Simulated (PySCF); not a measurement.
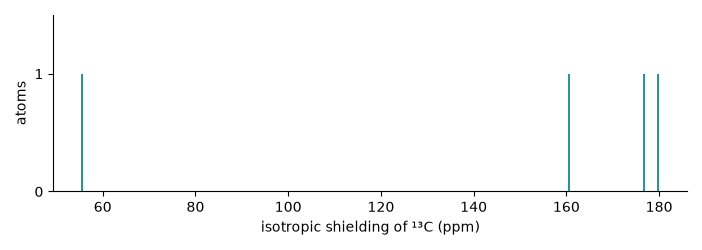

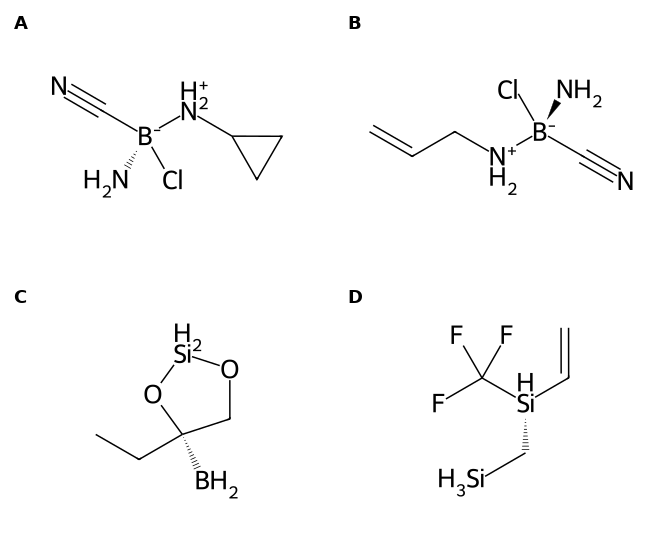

The sticks are computed shieldings of one of the molecules, for one fixed geometry (GFN2-xTB) without averaging over rotations. Low shielding means a high chemical shift. Method: GIAO PBE0/pcSseg-1 NMR shielding, non-relativistic, gas phase (PySCF 2.14.0).

Which molecule gives this pattern?

A, `N#C[B@-](N)(Cl)[NH2+]C1CC1`. Its 4 C atoms give lines at 55.5, 160.5, 176.7, 179.9 ppm.

The geometry is semi-empirical. Around B, Si such bond lengths and angles can be off by a tenth of an ångström or more and by several degrees, and values that hang on the shape move with them.
